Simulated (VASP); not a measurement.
# Iridium under strain, part 3 of 3

How does the pressure of Iridium answer to a change of volume? The bands are shown for each cell. All runs use PBE. Left out of this account: 1 further run (fields: a reference on another mesh). The start is a cell from a database of measured crystal structures.

VASP 6.6.1; PBE; plane waves and PAW (Ir).

Still holding for the runs below: This run has no spin polarisation. Its electron count is odd, so without a moment it is a metal by construction. Spin-orbit coupling is off here; with elements this heavy it splits and shifts levels by tenths of an eV or more.

So far, pressure (GPa): step 2 (bands, cell as listed) 9.67; step 3 (cell volume +4.0 %) -4.50; step 4 (cell volume +8.0 %) -15.6; step 5 (bands, sheared, principal strains -1.0, -0.5, +1.5 %) 9.95; step 6 (cell volume -4.0 %) 27.7.

## Step 7: Bands, volume times 0.92

The cell is scaled evenly once more. A prediction first. A parabola through the 4 pressures of evenly scaled cells so far, P = 9.73 -400.7 t +931 t² GPa with t = ln(V/V₁) and V₁ the volume at scale 1, gives 49.61 GPa at t = -0.0834.

File INCAR:

```
SYSTEM = Ir
PREC = Accurate
ENCUT = 400
EDIFF = 1E-06
NELM = 100
ISMEAR = -1
SIGMA = 0.05
LREAL = .FALSE.
ALGO = Normal
GGA = PE
NBANDS = 15
LASPH = .TRUE.
LORBIT = 11
LWAVE = .FALSE.
LCHARG = .FALSE.
KPAR = 2
```

File POSCAR:

```
Ir
1.0
    0.0000000000      1.8670787697      1.8670787697
    1.8670787697      0.0000000000      1.8670787697
    1.8670787697      1.8670787697      0.0000000000
Ir
1
Direct
    0.0000000000      0.0000000000      0.0000000000
```

File KPOINTS:

```
Automatic mesh
0
Gamma
17 17 17
0 0 0
```

File KPOINTS_OPT:

```
Line mode
16
Line-mode
Reciprocal
  0.00000000   0.00000000   0.00000000 GAMMA
  0.50000000   0.00000000   0.50000000 X

  0.50000000   0.00000000   0.50000000 X
  0.50000000   0.25000000   0.75000000 W

  0.50000000   0.25000000   0.75000000 W
  0.37500000   0.37500000   0.75000000 K

  0.37500000   0.37500000   0.75000000 K
  0.00000000   0.00000000   0.00000000 GAMMA

  0.00000000   0.00000000   0.00000000 GAMMA
  0.50000000   0.50000000   0.50000000 L

  0.50000000   0.50000000   0.50000000 L
  0.62500000   0.25000000   0.62500000 U

  0.62500000   0.25000000   0.62500000 U
  0.50000000   0.25000000   0.75000000 W

  0.50000000   0.25000000   0.75000000 W
  0.50000000   0.50000000   0.50000000 L

  0.50000000   0.50000000   0.50000000 L
  0.37500000   0.37500000   0.75000000 K

  0.62500000   0.25000000   0.62500000 U
  0.50000000   0.00000000   0.50000000 X
```

PAW data sets: Ir (PBE family, release 64).

Run with:

```bash
> mpirun -np 2 vasp_std
```

What it wrote:

```text
[... set-up lines as in an earlier step ...]
 entering main loop
       N       E                     dE             d eps       ncg     rms          rms(c)
DAV:   1     0.446914432656E+02    0.44691E+02   -0.33770E+03  5021   0.442E+02
DAV:   2    -0.818401110702E+01   -0.52875E+02   -0.49602E+02  6259   0.146E+02
DAV:   3    -0.915543678213E+01   -0.97143E+00   -0.96947E+00  6588   0.211E+01
DAV:   4    -0.916042969517E+01   -0.49929E-02   -0.49902E-02  5924   0.152E+00
DAV:   5    -0.916047919295E+01   -0.49498E-04   -0.49484E-04  6563   0.139E-01    0.191E+01
DAV:   6    -0.875032935690E+01    0.41015E+00   -0.46323E-01  6994   0.632E+00    0.849E+00
DAV:   7    -0.864935202615E+01    0.10098E+00   -0.22721E-01  7644   0.398E+00    0.142E+00
DAV:   8    -0.864598959027E+01    0.33624E-02   -0.25252E-03  5664   0.392E-01    0.951E-01
DAV:   9    -0.864271924044E+01    0.32703E-02   -0.20324E-03  7036   0.480E-01    0.504E-02
DAV:  10    -0.864272008514E+01   -0.84469E-06   -0.19825E-05  6027   0.285E-02    0.228E-02
DAV:  11    -0.864272111244E+01   -0.10273E-05   -0.87546E-07  5870   0.618E-03    0.159E-03
DAV:  12    -0.864272079460E+01    0.31784E-06   -0.47371E-08  4386   0.155E-03
   1 F= -.86427208E+01 E0= -.86395933E+01  d E =-.625505E-02
 Start KPOINTS_OPT (optional k-point list driver)
k-point batch [1-160\160]
       N       E                     dE             ncg
DAV:   1     0.176839434244E+05   -0.36541E+05     4912
DAV:   2     0.100491794546E+05   -0.76348E+04     5822
DAV:   3     0.991794897718E+04   -0.13123E+03     6571
DAV:   4     0.991729857404E+04   -0.65040E+00     5532
DAV:   5     0.991729276030E+04   -0.58137E-02     6345
DAV:   6     0.991729266785E+04   -0.92445E-04     5706
DAV:   7     0.991729266629E+04   -0.15611E-05     5812
DAV:   8     0.991729266622E+04   -0.72447E-07     4398
```

Run time: 16 s. Hardware: 2 MPI ranks of Intel Xeon Platinum 8375C at 2.90GHz (Ice Lake), shared host; peak memory 0.27 GiB.

From OUTCAR (step 7):

```text
   ENCUT  =  400.0 eV  29.40 Ry    5.42 a.u.   4.31  4.31  4.31*2*pi/ulx,y,z

   NELECT =       9.0000    total number of electrons

 E-fermi :  11.8030

 k-point     1 :       0.0000    0.0000    0.0000
  band No.  band energies     occupation
    ...
      2       7.5032      2.00000
      3       7.5032      2.00000
      4       7.5032      2.00000
      5      10.5710      2.00000
      6      10.5710      2.00000
      7      26.0389      0.00000
      8      32.1334      0.00000
      9      32.1334      0.00000
     10      32.1334      0.00000
     11      37.2049      0.00000
    ...

  Total        4.0994033      4.0994033      4.0994033     -0.0000000     -0.0000000      0.0000000
  in kB      504.5605707    504.5605707    504.5605707     -0.0000000     -0.0000000      0.0000000
  external PRESSURE =     504.5605707 kB  Pullay stress =       0.0000000 kB

 POSITION                                       TOTAL-FORCE (eV/Angst)
 -----------------------------------------------------------------------------------
      0.00000      0.00000      0.00000        -0.000000      0.000000     -0.000000
 -----------------------------------------------------------------------------------
    total drift:                                0.000000     -0.000000     -0.000000

  FREE ENERGIE OF THE ION-ELECTRON SYSTEM (eV)
  ---------------------------------------------------
  free  energy   TOTEN  =        -8.6427207946 eV

  energy  without entropy=       -8.6364657420  energy(sigma->0) =       -8.63959327

[... 5 parts as in an earlier step ...]

[... 11 further parts left out ...]
```

This step gave:

```yaml
free_energy_toten: -8.643 eV
energy_at_zero_smearing: -8.640 eV
fermi_energy: 11.80 eV
pressure: 50.46 GPa
```

The electronic bands at the labelled points (eV, zero at the Fermi level; # counts the bands kept):

```csv
point,#1,#2,#3,#4,#5,#6
Γ,-11.93,-4.30,-4.30,-4.30,-1.23,-1.23
X,-8.82,-8.19,1.14,1.83,1.84,1.84
W,-6.99,-5.38,-5.38,-1.96,1.85,9.13
K,-7.75,-6.64,-3.13,-0.91,0.83,6.89
Γ,-11.93,-4.30,-4.30,-4.30,-1.23,-1.23
L,-8.91,-4.43,-4.43,-0.85,1.17,1.17
U,-7.75,-6.64,-3.13,-0.91,0.83,6.89
W,-6.99,-5.38,-5.38,-1.96,1.85,9.13
L,-8.91,-4.43,-4.43,-0.85,1.17,1.17
K,-7.75,-6.64,-3.13,-0.91,0.83,6.89
jump to U,-7.75,-6.64,-3.13,-0.91,0.83,6.89
X,-8.82,-8.19,1.14,1.83,1.84,1.84
```

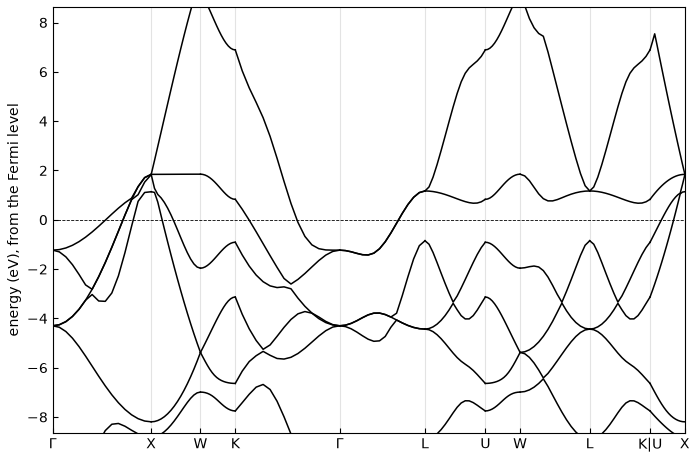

Electronic bands along the path.

 The pressure is 50.46 GPa. The parabola predicted 49.61 GPa, -0.85 GPa off.

## Step 8: Side by side

```
                                         cell      mesh  pressure (GPa)  gap (eV)
                               cell as listed  17×17×17            9.67      none
                            volume times 1.04  17×17×17           -4.50      none
                            volume times 1.08  17×17×17          -15.62      none
sheared, principal strains -1.0, -0.5, +1.5 %  17×17×17            9.95      none
                            volume times 0.96  17×17×17           27.65      none
                            volume times 0.92  17×17×17           50.46      none
```

## Step 9: What came out

```
pressure, cell as listed                                    : 9.67 GPa
pressure, volume times 1.04                                 : -4.50 GPa
pressure, volume times 1.08                                 : -15.6 GPa
pressure, sheared, principal strains -1.0, -0.5, +1.5 %     : 9.95 GPa
pressure, volume times 0.96                                 : 27.7 GPa
pressure, volume times 0.92                                 : 50.5 GPa
bulk modulus at the listed volume, shape and positions held : 405 GPa
```

The slope of pressure against ln V at the listed volume gives a bulk modulus of 405 GPa at fixed shape and positions. Spin-orbit coupling is left out, and with elements this heavy it would split and shift bands near the Fermi level.

[Lines on the potential files, build, host, timing and source positions are cut from VASP's logs without a mark.]

[Logs are printed without paths, hosts, clocks, repeated set-up lines and the standing remarks that a program may print on its own settings, such as how far it seeks lower states.]

[Hosts, paths, dates, database ids (printed as entryN), source tags and the programs' standing remarks are cut or masked in the printed files.]

[A measured line is paired with the nearest computed mode of its activity, which favours agreement.]
